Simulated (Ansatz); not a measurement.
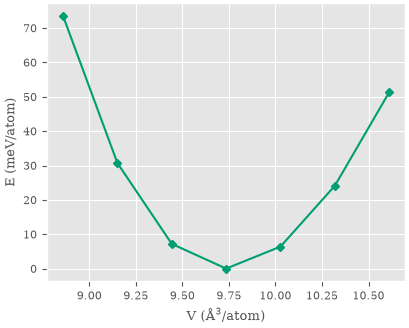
Figure: NbC$_{2}$ (MoSi2 or CaC2 type, space group No. 139) under volume change, DFT-PBEsol in the program Ansatz with PAW potentials, shape and atoms relaxed at each volume.

**Question.** What does a third-order Birch–Murnaghan fit give for V₀, B₀ and B′?

**Answer.** V₀ = 9.74 Å³/atom, B₀ = 247 GPa, B′ = 4.9.

Space group I4/mmm (MoSi2 or CaC2 type). The start of the workflow was typed in or built on a structure type; neither database checked (COD, Materials Project) lists it. Whether it is the stable phase at ambient conditions was not checked. The PBEsol relaxation kept the symmetry of its start; whether a distortion lowers the energy is not shown. The run is not spin-polarised. The volume moved by -30 % from the start of the relaxation. Its formation energy is positive at this level, so the cell may be metastable or incomplete.

Potentials: the later of the program's two PAW sets.
